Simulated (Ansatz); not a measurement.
BeTe: x(Sb) = 0.5, 4 atoms, P-4m2

The reference is BeTe in the zinc blende structure (space group F-43m, No. 216; a = 5.6569 Å).

The other end (x = 1) is BeSb in the zinc blende structure (space group F-43m, No. 216; a hypothetical phase, not in the database extracts checked): 22.14 Å³/atom, gap zero; this end may not be an ambient phase.

One thing is altered: a fraction x = 0.5 of the Te sites is given to Sb, ordered in a cell of 4 atoms (starting symmetry P-4m2) and fully relaxed.

Computed with Ansatz (a program for electronic structure) r2SCAN, without spin-orbit coupling. k-mesh 12×12×8 (Γ-centred); smearing 0.05 eV (Fermi–Dirac), for the changed cell.

The volume per atom falls by 0.37 Å³, from 22.63 Å³ to 22.26 Å³ and the density falls by 0.02 g/cm³ (5.01 g/cm³ → 4.99 g/cm³). The shortest interatomic distance decreases by 0.048 Å (2.450 Å → 2.402 Å) and the band gap becomes zero (base: 2.38 eV). The mixing energy comes out as 0.00 eV/atom (to 0.01 eV only: unlike meshes or grids) (against an end that may be hypothetical) and the deviation of the volume from the linear (Vegard-type) interpolation is -0.6 %. The mean first-shell distances comes out as Te–Be 2.402 Å (end compound 2.450 Å), Sb–Be 2.489 Å (end compound 2.432 Å).

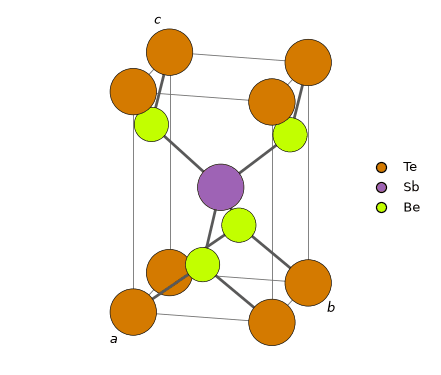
Figure. The relaxed conventional cell after the change

These are small ordered cells, not random alloys; other orderings at the same x differ. With Te present, leaving out spin-orbit coupling can change the band edges. Whether these cells are dynamically stable was not tested. The final runs are not spin-polarised. An odd electron count without spin: Be2SbTe and BeSb.
